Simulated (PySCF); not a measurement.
# C2H8FNSi: NMR shifts at several levels of theory, part 1 of 2

Aim: compute the NMR shifts of C2H8FNSi (`C[C@H](F)[SiH2]N`) at several levels, and see how far they spread and what each costs.

Programs: PySCF 2.14.0, with density-fitted response routines of our own. Each step states its level of theory. These are calculated values for one molecule in the gas phase, unless marked as measured. Atoms count from 0, in the outputs and in this text.

## (1) Starting geometry

13 atoms, charge 0, multiplicity 1; geometry from: PBE0-D3(BJ)/def2-SVP.

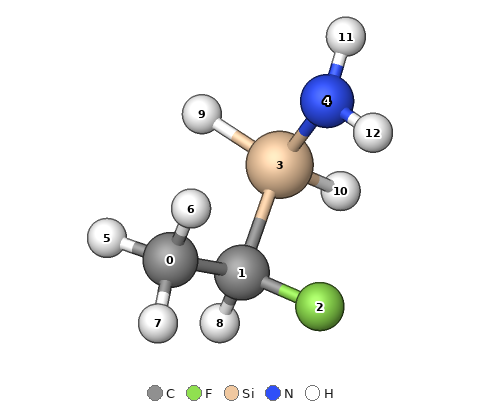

As it starts; carbon grey, fluorine green, silicon light orange, nitrogen blue, hydrogen white, atoms numbered; sticks join atoms by distance.

## (2) Shielding tensors: PBE0/pcSseg-2

Job settings and geometry (Å):

```
{"job": {"kind": "nmr", "xc": "PBE0", "basis": "pcSseg-2", "pop": false}, "charge": 0, "multiplicity": 1}
C      1.342455    -0.301808     0.639277
C      0.643373     0.234039    -0.587492
F      0.662446     1.636438    -0.545273
Si    -1.202232    -0.221341    -0.716190
N     -1.934969     0.538163     0.656558
H      1.404350    -1.400149     0.594561
H      0.791909    -0.028176     1.551668
H      2.365111     0.100449     0.709458
H      1.189422    -0.068241    -1.499976
H     -1.415072    -1.698492    -0.619553
H     -1.682569     0.228854    -2.064957
H     -2.904764     0.356175     0.888585
H     -1.712125     1.518684     0.799998
```

Method: GIAO PBE0/pcSseg-2 NMR shielding, non-relativistic, gas phase.

Run with:

```sh
$ OMP_NUM_THREADS=1 python probes_run.py task.json out
```

One launch serves the whole session: the jobs run in the order shown.

Log:

```text
coarse grid: 10904 points
cycle   1  E = -524.7925882499  dE =  2.135e-01  |g| = 6.151e-01  |ddm| = 2.357e+00
cycle   2  E = -524.7223649622  dE =  7.022e-02  |g| = 8.846e-01  |ddm| = 9.373e-01
cycle   3  E = -524.8627783948  dE = -1.404e-01  |g| = 7.415e-02  |ddm| = 6.018e-01
cycle   4  E = -524.8636218977  dE = -8.435e-04  |g| = 3.294e-02  |ddm| = 5.844e-02
cycle   5  E = -524.8638498493  dE = -2.280e-04  |g| = 7.820e-03  |ddm| = 2.307e-02
cycle   6  E = -524.8638601634  dE = -1.031e-05  |g| = 3.064e-03  |ddm| = 6.528e-03
cycle   7  E = -524.8638619122  dE = -1.749e-06  |g| = 3.642e-04  |ddm| = 1.840e-03
final grid: 99920 points
cycle   8  E = -524.8685864994  dE = -8.355e-05  |g| = 8.485e-03  |ddm| = 3.574e-02
cycle   9  E = -524.8685730195  dE =  1.348e-05  |g| = 1.194e-02  |ddm| = 1.172e-02
cycle  10  E = -524.8686018586  dE = -2.884e-05  |g| = 9.395e-04  |ddm| = 6.702e-03
cycle  11  E = -524.8686019825  dE = -1.239e-07  |g| = 4.049e-04  |ddm| = 8.121e-04
cycle  12  E = -524.8686020102  dE = -2.766e-08  |g| = 6.991e-05  |ddm| = 2.590e-04
cycle  13  E = -524.8686020109  dE = -7.221e-10  |g| = 3.211e-05  |ddm| = 7.290e-05
cycle  14  E = -524.8686020111  dE = -2.049e-10  |g| = 5.232e-06  |ddm| = 2.175e-05
converged SCF energy = -524.8686020111

GIAO shielding tensors (ppm)
atom      isotropic    diamagn.    paramagn.     s11        s22        s33       span
  0 C      165.033     243.125     -78.092    145.010    167.672    182.417     37.406
  1 C       93.982     240.785    -146.803     51.774     69.265    160.907    109.133
  2 F      418.217     469.139     -50.922    375.360    389.216    490.076    114.716
  3 Si     376.459     876.893    -500.435    343.711    365.533    420.133     76.423
  4 N      262.779     313.665     -50.886    238.476    258.041    291.820     53.344
  5 H       30.196      29.628       0.569     26.254     27.800     36.536     10.283
  6 H       29.278      30.302      -1.025     24.956     29.741     33.137      8.181
  7 H       29.649      28.671       0.978     25.936     27.352     35.658      9.722
  8 H       26.536      29.712      -3.176     23.614     26.528     29.466      5.852
  9 H       26.662      29.384      -2.723     24.331     24.547     31.107      6.776
 10 H       26.196      28.651      -2.454     22.777     24.253     31.558      8.781
 11 H       31.191      29.651       1.540     24.090     26.330     43.153     19.064
 12 H       30.955      31.434      -0.479     23.219     28.715     40.930     17.710
```

It took 18 s on 1 thread of AMD EPYC 9R45, shared host; peak memory 1.2 GiB.

The references, computed at this level on geometries of the same kind, shield at (ppm): ¹H TMS 31.25, ¹³C TMS 184.1, ²⁹Si TMS 341.3, ¹⁹F CFCl3 175.8, ¹⁵N NH3 261.7. Their shielding less the atom's gives the shift. The references are single molecules in the gas phase, so shifts against H2O, NH3, PH3, H3PO4 or CFCl3 are not on the usual liquid scales and can be off by tens of ppm. Atoms listed in one row are averaged.

```
     atoms                               environment  σ (ppm)  δ (ppm)
        C1                 sp3 CH bonded to F and Si     94.0     90.1
        C0                             methyl carbon    165.0     19.1
       H10      hydrogen on a silicon bonded to C, N    26.20     5.05
        H8  hydrogen on an sp3 CH bonded to F and Si    26.54     4.71
        H9      hydrogen on a silicon bonded to C, N    26.66     4.58
H5, H6, H7               hydrogen on a methyl carbon    29.71     1.54
  H11, H12       hydrogen on a nitrogen bonded to Si    31.07     0.17
        F2                 fluorine on an sp3 carbon    418.2   -242.4
       Si3               silicon bonded to C, N, 2 H    376.5    -35.2
        N4                nitrogen bonded to Si, 2 H    262.8     -1.1
```

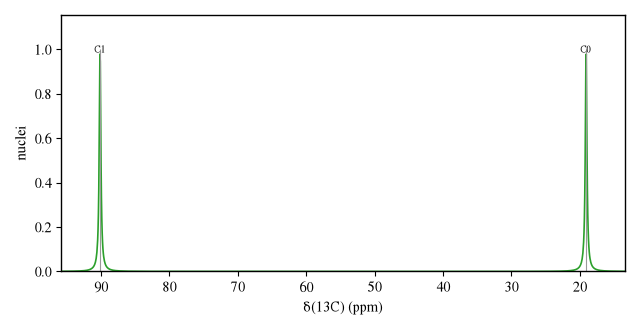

¹³C lines at the computed shifts, without couplings. Lines are broadened to a width of 0.28 ppm (Lorentzian).

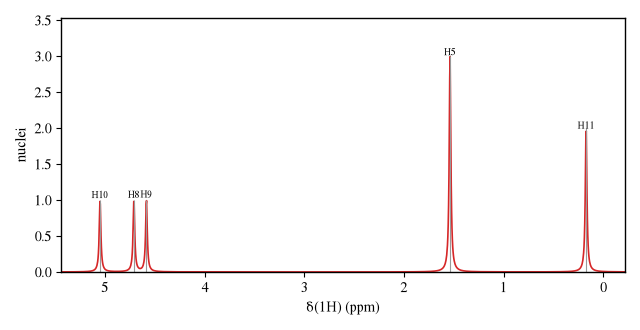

¹H lines at the computed shifts, without couplings. Lines are broadened to a width of 0.02 ppm (Lorentzian).

## (3) Nuclear shieldings: mPW1PW91/pcSseg-2

Same as in step 2 but for these lines:

```diff
@@ -1,2 +1,2 @@
-{"job": {"kind": "nmr", "xc": "PBE0", "basis": "pcSseg-2", "pop": false}, "charge": 0, "multiplicity": 1}
+{"job": {"kind": "nmr", "xc": "mPW1PW91", "basis": "pcSseg-2", "pop": false}, "charge": 0, "multiplicity": 1}
 C      1.342455    -0.301808     0.639277
```

With the program's defaults for keys left out, this is: GIAO mPW1PW91/pcSseg-2 NMR shielding, non-relativistic, gas phase.

Log:

```text
coarse grid: 10904 points
cycle   1  E = -525.1279216115  dE =  2.138e-01  |g| = 6.312e-01  |ddm| = 2.352e+00
cycle   2  E = -525.0541714331  dE =  7.375e-02  |g| = 9.086e-01  |ddm| = 9.513e-01
cycle   3  E = -525.2012627554  dE = -1.471e-01  |g| = 7.512e-02  |ddm| = 6.152e-01
cycle   4  E = -525.2021310516  dE = -8.683e-04  |g| = 3.368e-02  |ddm| = 5.905e-02
cycle   5  E = -525.2023686306  dE = -2.376e-04  |g| = 8.052e-03  |ddm| = 2.339e-02
cycle   6  E = -525.2023796014  dE = -1.097e-05  |g| = 3.109e-03  |ddm| = 6.749e-03
cycle   7  E = -525.2023814110  dE = -1.810e-06  |g| = 3.645e-04  |ddm| = 1.855e-03
final grid: 99920 points
cycle   8  E = -525.2061514363  dE = -7.792e-05  |g| = 6.825e-03  |ddm| = 3.645e-02
cycle   9  E = -525.2061429571  dE =  8.479e-06  |g| = 9.604e-03  |ddm| = 9.451e-03
cycle  10  E = -525.2061612571  dE = -1.830e-05  |g| = 7.417e-04  |ddm| = 5.255e-03
cycle  11  E = -525.2061613312  dE = -7.405e-08  |g| = 3.614e-04  |ddm| = 6.721e-04
cycle  12  E = -525.2061613536  dE = -2.239e-08  |g| = 6.226e-05  |ddm| = 2.362e-04
cycle  13  E = -525.2061613542  dE = -6.066e-10  |g| = 2.667e-05  |ddm| = 6.397e-05
converged SCF energy = -525.2061613542

GIAO shielding tensors (ppm)
atom      isotropic    diamagn.    paramagn.     s11        s22        s33       span
  0 C      164.344     243.504     -79.161    144.591    166.874    181.566     36.975
  1 C       93.355     240.779    -147.423     51.078     68.737    160.252    109.174
  2 F      418.888     469.323     -50.436    376.763    390.301    489.599    112.836
  3 Si     375.407     877.050    -501.643    342.708    364.519    418.993     76.286
  4 N      261.818     313.728     -51.910    237.458    257.174    290.823     53.365
  5 H       30.248      29.665       0.582     26.331     27.865     36.547     10.216
  6 H       29.330      30.358      -1.028     25.023     29.800     33.167      8.144
  7 H       29.698      28.691       1.008     26.001     27.421     35.674      9.674
  8 H       26.609      29.721      -3.112     23.708     26.593     29.525      5.817
  9 H       26.746      29.476      -2.729     24.422     24.632     31.184      6.762
 10 H       26.282      28.715      -2.432     22.877     24.346     31.623      8.746
 11 H       31.237      29.693       1.543     24.162     26.404     43.144     18.981
 12 H       30.991      31.462      -0.471     23.286     28.776     40.912     17.626
```

It took 18 s on 1 thread of AMD EPYC 9R45, shared host; peak memory 1.2 GiB.

Key values: δ C1 90.2, C0 19.2, F2 -241.7, Si3 -35.4, H10 5.01, H8 4.68 ppm.

## (4) Nuclear shieldings: WP04/pcSseg-2

Same as in step 3 but for these lines:

```diff
@@ -1,2 +1,2 @@
-{"job": {"kind": "nmr", "xc": "mPW1PW91", "basis": "pcSseg-2", "pop": false}, "charge": 0, "multiplicity": 1}
+{"job": {"kind": "nmr", "xc": "WP04", "basis": "pcSseg-2", "pop": false}, "charge": 0, "multiplicity": 1}
 C      1.342455    -0.301808     0.639277
```

Method: GIAO WP04/pcSseg-2 NMR shielding, non-relativistic, gas phase.

Log:

```text
coarse grid: 10904 points
cycle   1  E = -533.4069934924  dE =  2.100e-01  |g| = 1.040e+00  |ddm| = 2.328e+00
cycle   2  E = -533.0654108228  dE =  3.416e-01  |g| = 1.686e+00  |ddm| = 1.689e+00
cycle   3  E = -533.5935001593  dE = -5.281e-01  |g| = 1.630e-01  |ddm| = 1.288e+00
cycle   4  E = -533.5978434965  dE = -4.343e-03  |g| = 7.488e-02  |ddm| = 1.318e-01
cycle   5  E = -533.5990540377  dE = -1.211e-03  |g| = 1.843e-02  |ddm| = 5.133e-02
cycle   6  E = -533.5991142218  dE = -6.018e-05  |g| = 6.952e-03  |ddm| = 1.524e-02
cycle   7  E = -533.5991228800  dE = -8.658e-06  |g| = 1.119e-03  |ddm| = 3.873e-03
final grid: 99920 points
cycle   8  E = -533.6066177624  dE = -1.293e-04  |g| = 1.020e-02  |ddm| = 5.129e-02
cycle   9  E = -533.6065877710  dE =  2.999e-05  |g| = 1.638e-02  |ddm| = 1.359e-02
cycle  10  E = -533.6066382247  dE = -5.045e-05  |g| = 1.308e-03  |ddm| = 8.137e-03
cycle  11  E = -533.6066384475  dE = -2.228e-07  |g| = 5.846e-04  |ddm| = 1.045e-03
cycle  12  E = -533.6066385111  dE = -6.365e-08  |g| = 1.087e-04  |ddm| = 3.834e-04
cycle  13  E = -533.6066385127  dE = -1.584e-09  |g| = 5.043e-05  |ddm| = 9.659e-05
cycle  14  E = -533.6066385132  dE = -5.143e-10  |g| = 7.276e-06  |ddm| = 3.077e-05
converged SCF energy = -533.6066385132

GIAO shielding tensors (ppm)
atom      isotropic    diamagn.    paramagn.     s11        s22        s33       span
  0 C      151.757     243.360     -91.603    133.703    152.780    168.789     35.086
  1 C       78.027     241.609    -163.583     32.799     54.029    147.251    114.453
  2 F      413.876     473.097     -59.221    374.594    395.437    471.598     97.004
  3 Si     368.569     879.036    -510.466    338.447    359.339    407.922     69.475
  4 N      248.049     315.303     -67.254    222.525    246.492    275.130     52.605
  5 H       30.580      30.535       0.045     27.007     28.373     36.359      9.352
  6 H       29.686      31.278      -1.592     25.686     30.196     33.177      7.491
  7 H       30.003      29.211       0.792     26.583     27.932     35.494      8.911
  8 H       27.107      29.963      -2.856     24.470     27.008     29.844      5.374
  9 H       27.717      30.364      -2.647     25.446     25.620     32.085      6.639
 10 H       27.207      29.210      -2.002     23.962     25.326     32.334      8.371
 11 H       31.474      29.762       1.712     24.757     27.037     42.628     17.871
 12 H       31.171      31.986      -0.815     23.811     29.274     40.429     16.618
```

It took 19 s on 1 thread of AMD EPYC 9R45, shared host; peak memory 1.2 GiB.

This run: δ C1 94.1, C0 20.3, F2 -236.5, Si3 -40.6, H8 4.50, H10 4.40 ppm.

## (5) Shielding tensors: B97-2/pcSseg-2

Same as in step 4 but for these lines:

```diff
@@ -1,2 +1,2 @@
-{"job": {"kind": "nmr", "xc": "WP04", "basis": "pcSseg-2", "pop": false}, "charge": 0, "multiplicity": 1}
+{"job": {"kind": "nmr", "xc": "B97-2", "basis": "pcSseg-2", "pop": false}, "charge": 0, "multiplicity": 1}
 C      1.342455    -0.301808     0.639277
```

With the program's defaults for keys left out, this is: GIAO B97-2/pcSseg-2 NMR shielding, non-relativistic, gas phase.

Log:

```text
coarse grid: 10904 points
cycle   1  E = -525.1034386084  dE =  2.017e-01  |g| = 6.514e-01  |ddm| = 2.363e+00
cycle   2  E = -525.0112960284  dE =  9.214e-02  |g| = 9.735e-01  |ddm| = 1.026e+00
cycle   3  E = -525.1816022160  dE = -1.703e-01  |g| = 7.943e-02  |ddm| = 6.828e-01
cycle   4  E = -525.1826167144  dE = -1.014e-03  |g| = 3.641e-02  |ddm| = 6.527e-02
cycle   5  E = -525.1828953507  dE = -2.786e-04  |g| = 8.599e-03  |ddm| = 2.513e-02
cycle   6  E = -525.1829083802  dE = -1.303e-05  |g| = 3.329e-03  |ddm| = 7.740e-03
cycle   7  E = -525.1829104764  dE = -2.096e-06  |g| = 4.016e-04  |ddm| = 2.000e-03
final grid: 99920 points
cycle   8  E = -525.1831640916  dE = -1.018e-04  |g| = 5.648e-03  |ddm| = 4.582e-02
cycle   9  E = -525.1831618324  dE =  2.259e-06  |g| = 6.307e-03  |ddm| = 6.411e-03
cycle  10  E = -525.1831678809  dE = -6.048e-06  |g| = 1.203e-03  |ddm| = 3.956e-03
cycle  11  E = -525.1831680672  dE = -1.863e-07  |g| = 3.194e-04  |ddm| = 6.773e-04
cycle  12  E = -525.1831680902  dE = -2.302e-08  |g| = 8.206e-05  |ddm| = 2.469e-04
cycle  13  E = -525.1831680916  dE = -1.359e-09  |g| = 1.314e-05  |ddm| = 6.196e-05
cycle  14  E = -525.1831680916  dE = -3.502e-11  |g| = 4.419e-06  |ddm| = 1.310e-05
converged SCF energy = -525.1831680916

GIAO shielding tensors (ppm)
atom      isotropic    diamagn.    paramagn.     s11        s22        s33       span
  0 C      164.114     243.629     -79.515    144.870    166.286    181.184     36.314
  1 C       94.000     241.181    -147.181     52.132     69.834    160.034    107.902
  2 F      417.441     469.696     -52.256    376.452    389.731    486.140    109.688
  3 Si     383.415     877.210    -493.795    351.499    372.787    425.958     74.459
  4 N      261.275     313.916     -52.641    236.724    257.221    289.879     53.155
  5 H       30.298      29.792       0.506     26.432     27.951     36.513     10.081
  6 H       29.393      30.585      -1.192     25.133     29.879     33.169      8.036
  7 H       29.756      28.663       1.092     26.109     27.503     35.655      9.546
  8 H       26.677      29.795      -3.118     23.790     26.645     29.595      5.805
  9 H       26.877      29.681      -2.804     24.560     24.774     31.297      6.737
 10 H       26.395      28.853      -2.458     23.005     24.466     31.714      8.709
 11 H       31.317      29.750       1.566     24.288     26.534     43.128     18.840
 12 H       31.072      31.630      -0.558     23.407     28.896     40.913     17.506
```

Wall time 18 s (1 thread of AMD EPYC 9R45, shared host); peak memory 1.2 GiB.

Key values: δ C1 89.5, C0 19.3, F2 -240.0, Si3 -35.8, H10 4.96, H8 4.68 ppm.

## (6) NMR shieldings: BHandHLYP/pcSseg-2

Same as in step 5 but for these lines:

```diff
@@ -1,2 +1,2 @@
-{"job": {"kind": "nmr", "xc": "B97-2", "basis": "pcSseg-2", "pop": false}, "charge": 0, "multiplicity": 1}
+{"job": {"kind": "nmr", "xc": "BHandHLYP", "basis": "pcSseg-2", "pop": false}, "charge": 0, "multiplicity": 1}
 C      1.342455    -0.301808     0.639277
```

Method: GIAO BHandHLYP/pcSseg-2 NMR shielding, non-relativistic, gas phase.

Log:

```text
coarse grid: 10904 points
cycle   1  E = -525.0568422235  dE =  2.551e-01  |g| = 5.886e-01  |ddm| = 2.330e+00
cycle   2  E = -525.0543658617  dE =  2.476e-03  |g| = 6.513e-01  |ddm| = 6.655e-01
cycle   3  E = -525.1233899579  dE = -6.902e-02  |g| = 5.169e-02  |ddm| = 3.448e-01
cycle   4  E = -525.1238017607  dE = -4.118e-04  |g| = 2.324e-02  |ddm| = 3.732e-02
cycle   5  E = -525.1239071860  dE = -1.054e-04  |g| = 6.731e-03  |ddm| = 1.819e-02
cycle   6  E = -525.1239157820  dE = -8.596e-06  |g| = 1.486e-03  |ddm| = 4.008e-03
final grid: 99920 points
cycle   7  E = -525.1284403365  dE = -3.021e-05  |g| = 4.575e-03  |ddm| = 2.143e-02
cycle   8  E = -525.1284396040  dE =  7.325e-07  |g| = 5.079e-03  |ddm| = 4.970e-03
cycle   9  E = -525.1284441771  dE = -4.573e-06  |g| = 2.480e-04  |ddm| = 2.485e-03
cycle  10  E = -525.1284441854  dE = -8.324e-09  |g| = 1.389e-04  |ddm| = 2.723e-04
cycle  11  E = -525.1284441887  dE = -3.322e-09  |g| = 3.616e-05  |ddm| = 1.033e-04
cycle  12  E = -525.1284441889  dE = -2.397e-10  |g| = 8.093e-06  |ddm| = 2.890e-05
converged SCF energy = -525.1284441889

GIAO shielding tensors (ppm)
atom      isotropic    diamagn.    paramagn.     s11        s22        s33       span
  0 C      165.212     240.031     -74.819    145.745    167.649    182.243     36.497
  1 C       96.402     239.580    -143.178     54.890     72.467    161.848    106.958
  2 F      431.538     470.066     -38.528    392.924    400.958    500.733    107.809
  3 Si     382.695     875.307    -492.612    352.712    372.634    422.738     70.026
  4 N      262.183     313.575     -51.392    238.221    258.630    289.698     51.477
  5 H       30.425      29.669       0.756     26.513     28.001     36.759     10.246
  6 H       29.477      30.149      -0.672     25.143     29.875     33.413      8.270
  7 H       29.798      28.820       0.978     26.043     27.523     35.827      9.784
  8 H       26.958      29.926      -2.968     24.022     26.939     29.912      5.890
  9 H       27.112      29.352      -2.240     24.749     24.941     31.647      6.897
 10 H       26.681      28.669      -1.987     23.324     24.744     31.976      8.652
 11 H       31.255      29.944       1.311     24.173     26.333     43.260     19.087
 12 H       31.012      31.620      -0.609     23.277     28.739     41.018     17.741
```

Wall time 18 s (1 thread of AMD EPYC 9R45, shared host); peak memory 1.2 GiB.

Key values: δ C1 87.9, C0 19.1, F2 -229.5, Si3 -36.9, H10 4.77, H8 4.49 ppm.

## (7) Shielding tensors: CAM-B3LYP/pcSseg-2

Same as in step 6 but for these lines:

```diff
@@ -1,2 +1,2 @@
-{"job": {"kind": "nmr", "xc": "BHandHLYP", "basis": "pcSseg-2", "pop": false}, "charge": 0, "multiplicity": 1}
+{"job": {"kind": "nmr", "xc": "CAM-B3LYP", "basis": "pcSseg-2", "pop": false}, "charge": 0, "multiplicity": 1}
 C      1.342455    -0.301808     0.639277
```

Level: GIAO CAM-B3LYP/pcSseg-2 NMR shielding, non-relativistic, gas phase.

Log:

```text
coarse grid: 10904 points
cycle   1  E = -525.0887445125  dE =  2.604e-01  |g| = 6.329e-01  |ddm| = 2.331e+00
cycle   2  E = -525.0616209195  dE =  2.712e-02  |g| = 7.959e-01  |ddm| = 7.609e-01
cycle   3  E = -525.1626205601  dE = -1.010e-01  |g| = 6.045e-02  |ddm| = 4.084e-01
cycle   4  E = -525.1630948906  dE = -4.743e-04  |g| = 3.062e-02  |ddm| = 4.213e-02
cycle   5  E = -525.1632643258  dE = -1.694e-04  |g| = 8.721e-03  |ddm| = 2.232e-02
cycle   6  E = -525.1632779049  dE = -1.358e-05  |g| = 2.123e-03  |ddm| = 5.252e-03
cycle   7  E = -525.1632788825  dE = -9.776e-07  |g| = 4.814e-04  |ddm| = 1.741e-03
final grid: 99920 points
cycle   8  E = -525.1696837882  dE = -5.169e-05  |g| = 5.023e-03  |ddm| = 2.258e-02
cycle   9  E = -525.1696824637  dE =  1.324e-06  |g| = 5.900e-03  |ddm| = 5.489e-03
cycle  10  E = -525.1696884416  dE = -5.978e-06  |g| = 5.393e-04  |ddm| = 2.748e-03
cycle  11  E = -525.1696884756  dE = -3.406e-08  |g| = 2.519e-04  |ddm| = 4.346e-04
cycle  12  E = -525.1696884871  dE = -1.146e-08  |g| = 5.047e-05  |ddm| = 1.685e-04
cycle  13  E = -525.1696884875  dE = -4.259e-10  |g| = 1.647e-05  |ddm| = 4.472e-05
converged SCF energy = -525.1696884875

GIAO shielding tensors (ppm)
atom      isotropic    diamagn.    paramagn.     s11        s22        s33       span
  0 C      163.350     239.696     -76.346    142.718    165.806    181.525     38.807
  1 C       90.768     238.915    -148.147     47.596     65.316    159.393    111.797
  2 F      422.737     469.763     -47.026    381.038    391.899    495.273    114.234
  3 Si     366.598     875.792    -509.194    333.578    355.816    410.400     76.822
  4 N      261.869     312.415     -50.546    237.406    258.159    290.041     52.635
  5 H       30.272      29.590       0.681     26.384     27.899     36.531     10.147
  6 H       29.339      29.916      -0.577     25.078     29.811     33.127      8.049
  7 H       29.694      29.046       0.648     26.030     27.455     35.596      9.567
  8 H       26.662      29.803      -3.141     23.743     26.681     29.562      5.819
  9 H       26.836      29.093      -2.258     24.502     24.734     31.271      6.769
 10 H       26.411      28.516      -2.105     23.053     24.492     31.689      8.636
 11 H       31.233      29.814       1.419     24.238     26.410     43.053     18.815
 12 H       30.988      31.441      -0.453     23.319     28.814     40.830     17.510
```

It took 25 s on 1 thread of AMD EPYC 9R45, shared host; peak memory 1.4 GiB.

In short: δ C1 91.8, C0 19.2, F2 -236.7, Si3 -37.6, H10 4.93, H8 4.67 ppm.

(Continued in part 2 of 2.)
